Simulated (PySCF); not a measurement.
**C2H8Si, SMILES `C[SiH2]C`: what the electrons do**

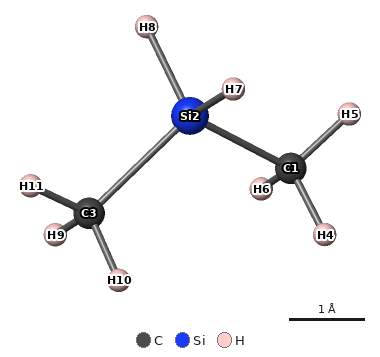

The molecule, with its atoms numbered as below. No frequency check shows the geometry to be a minimum.

Cartesian coordinates (Å):

```
C1      -1.5493    0.5266    0.0019
Si2      0.0000   -0.5714    0.0000
C3       1.5492    0.5266   -0.0020
H4      -1.5810    1.1682    0.8782
H5      -2.4543   -0.0734   -0.0089
H6      -1.5833    1.1680   -0.8743
H7       0.0006   -1.4231    1.1976
H8      -0.0007   -1.4232   -1.1975
H9       1.5809    1.1682   -0.8783
H10      1.5830    1.1684    0.8742
H11      2.4542   -0.0733    0.0089
```

## 1. Bonding charge

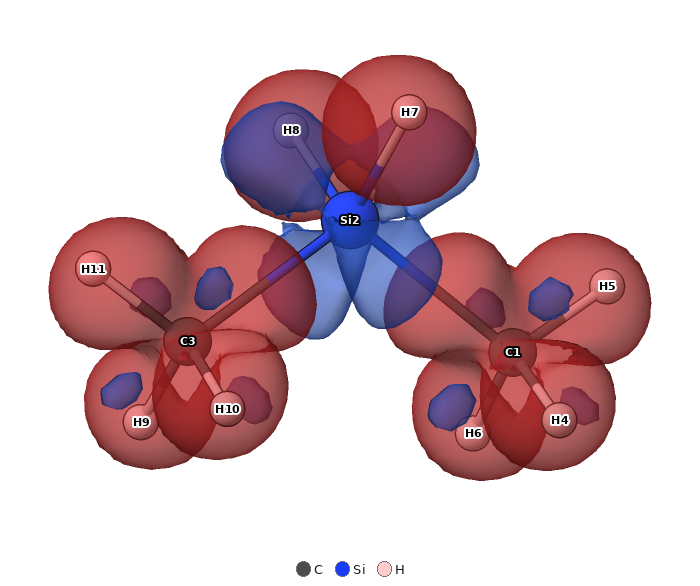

Deformation density (molecule less spherical, spin-averaged free atoms at the same positions), surfaces at ±0.07 e/Å³; red: gain, blue: loss.

Level of theory: TPSSh/def2-SVP (PySCF), at a geometry from GFN2-xTB.

> Describe the bonding that the map shows.

C1–H5 and C3–H11: +0.63 e/Å³ at the bond critical point (bond length 1.09 Å, Mayer order 1.0). C1–H4, C1–H6, C3–H9 and C3–H10: +0.62 e/Å³ at the bond critical point (bond length 1.09 Å, Mayer order 1.0). Si2–H7 and Si2–H8: +0.17 e/Å³ at the bond critical point (bond length 1.47 Å, Mayer order 0.9). Si2–C3 and C1–Si2: +0.14 e/Å³ at the bond critical point (bond length 1.90 Å, Mayer order 1.0). In all, 2.3 electrons gather in the regions of gain relative to the promolecule. A small or negative value marks a very polar bond, one between electron-rich atoms, whose free-atom densities already overlap strongly, a long bond to a heavier atom, or a closed-shell contact such as a hydrogen bond.

## 2. Electrostatic potential

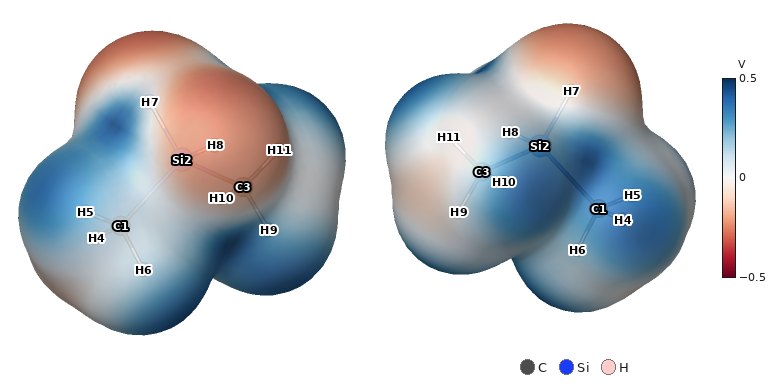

Electrostatic potential on the surface of electron density 0.001 a.u. (back view left, front view right).

> Where are the extremes of the potential on the surface?

Highest: 0.49 V, near H4 (1.91 Å), H10 (1.99 Å) and H7 (2.11 Å), and at like points elsewhere. Lowest: −0.27 V, 1.5 Å from H7, and at like points elsewhere. Further minima include −0.11 V, near H11 (1.82 Å), H10 (1.85 Å), H9 (1.85 Å) and C3 (1.93 Å), and at like points elsewhere. The surface is sampled at points, so like sites can differ by a few per cent and only the strongest of them is named.

> What volume does the surface enclose, and what is the dipole moment?

About 107 Å³; the dipole moment is 0.6 D.

## 3. Excited states

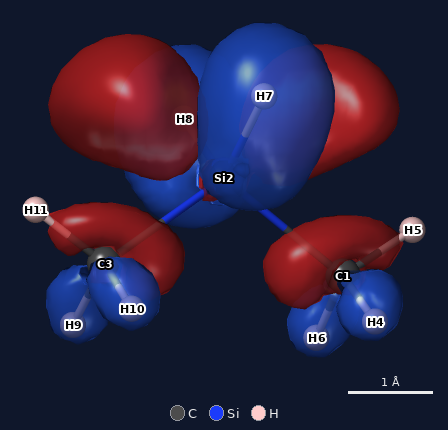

Unrelaxed difference density of S₃ less the ground state (TDA singlet states), ±0.02 e/Å³; red: gain, blue: loss.

PySCF calculation, PBE/6-31G*, gas phase; geometry: GFN2-xTB. Without diffuse functions Rydberg states are missing, so the states' numbers hold for this basis only.

> How does the charge move on excitation?

0.72 e is displaced in all, of which about 0.3 e passes between atoms: H7 and H8 (0.16 e each) lose electrons and Si2 (0.12 e) and C1 and C3 (0.05 e each) gain them. The state: 8.68 eV (143 nm), f = 0.000 (dark); the leading pair carries 99 %; hole on Si2 (33 %) and H7 and H8 (24 % each), electron on Si2 (45 %), C1 and C3 (9 % each) and H7 and H8 (8 % each); their centroids lie 0.1 Å apart.

## 4. Removing or adding an electron

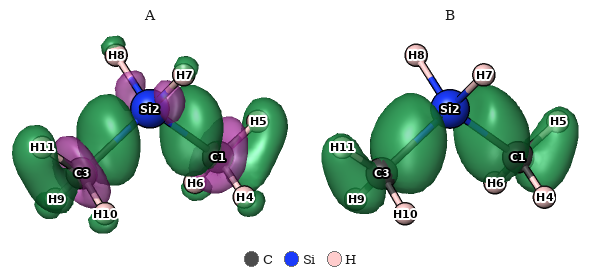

The Fukui function f⁻ from two separate SCF calculations and the density of the HOMO, at ±0.04 e/Å³ (green positive, purple negative).

Level of theory: PBE0/def2-SVP (PySCF), at a geometry from GFN2-xTB.

> Which panel is which, and how good is the frozen-orbital picture?

A is f⁻ (it has negative regions), B the HOMO density. The HOMO lies on C1 and C3 (27 % each), Si2 (25 %) and H5 and H11 (6 % each); f⁻ (Hirshfeld-condensed) is largest on Si2 (0.17) and C1 and C3 (0.15 each); the vertical ionisation energy is 10.88 eV. Relaxation shifts 31 % of the electron between atoms. The orbital energy is −8.71 eV.

## 5. Localised orbitals

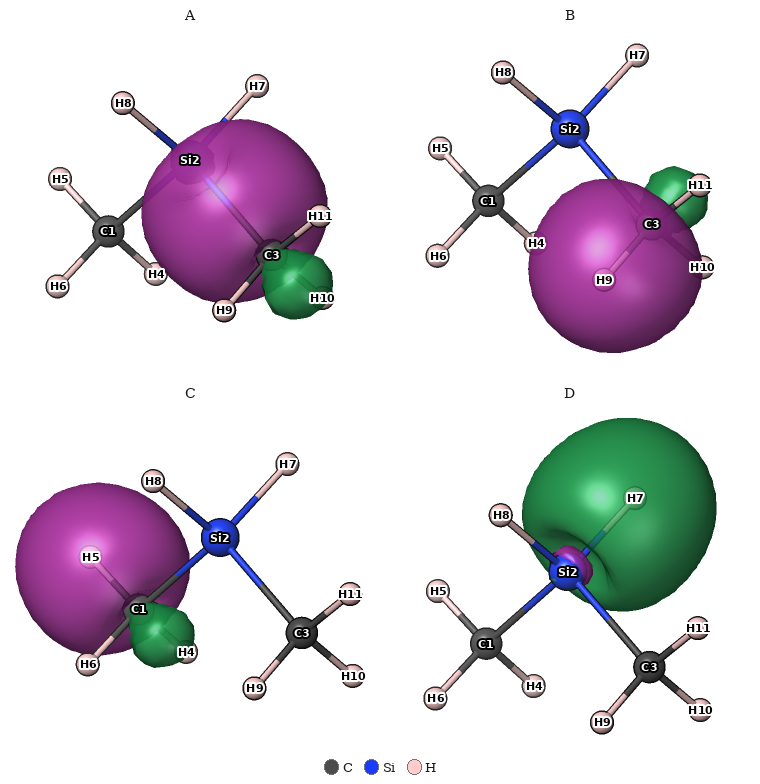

Foster–Boys orbitals, occupied; each surface holds about 85 % of the orbital's density. Energies are diagonal elements of the Fock matrix.

PySCF calculation, HF/6-311G**, gas phase; geometry: GFN2-xTB.

> Name the orbitals, with their atomic make-up and energies.

By panel:
- A: σ bond C3–Si2 (C3 63 %, Si2 37 %; −15.6 eV)
- B: σ bond C3–H9 (C3 55 %, H9 44 %; −17.7 eV)
- C: σ bond C1–H5 (C1 55 %, H5 44 %; −17.7 eV)
- D: σ bond H7–Si2 (H7 57 %, Si2 42 %; −14.6 eV)

> How do all the valence pairs divide up?

10 pairs: 10 σ bonds.

## 6. Stretching a bond

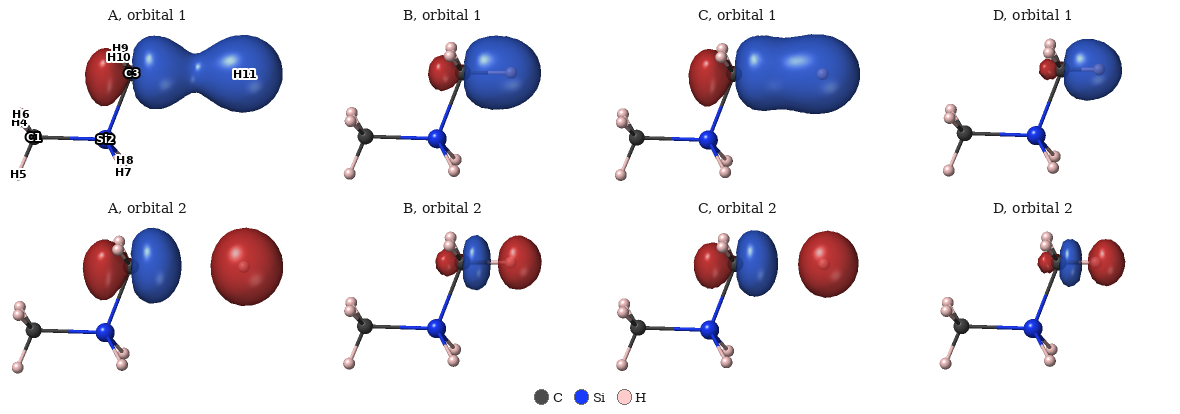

Rigid stretch of the C3–H11 bond. The two CASSCF(2,2) natural orbitals nearest half filling (orbital 1 the more occupied).

Computed with PySCF, def2-SVP basis, geometry: GFN2-xTB.

> The columns are at 0.98, 1.28, 2.35 and 3.00 Å, in some order. Assign them, and give the occupations.

A: 3.00 Å, occupations 1.30 and 0.70. B: 1.28 Å, occupations 1.97 and 0.03. C: 2.35 Å, occupations 1.63 and 0.37. D: 0.98 Å, occupations 1.99 and 0.01.

> Where does the UHF solution part from RHF?

Between 1.66 Å (⟨S²⟩ = 0, the two coincide) and 1.93 Å (⟨S²⟩ = 0.56); at 3.00 Å ⟨S²⟩ is 0.99 and UHF lies 3.3 eV below RHF.

> How much energy does the stretch cost?

By CASSCF, 4.2 eV from the lowest point of the scan (1.07 Å) to 3.00 Å; RHF gives 7.2 eV from its own lowest point. The fragments aren't relaxed and dynamic correlation is missing, so this isn't a bond dissociation energy.

The PySCF runs shown took 15 s, 31 s, 120 s, 1.9 s and 2.6 min on 1 thread of Intel(R) Xeon(R) Platinum 8259CL CPU @ 2.50GHz (Skylake/Cascade Lake) (shared host).
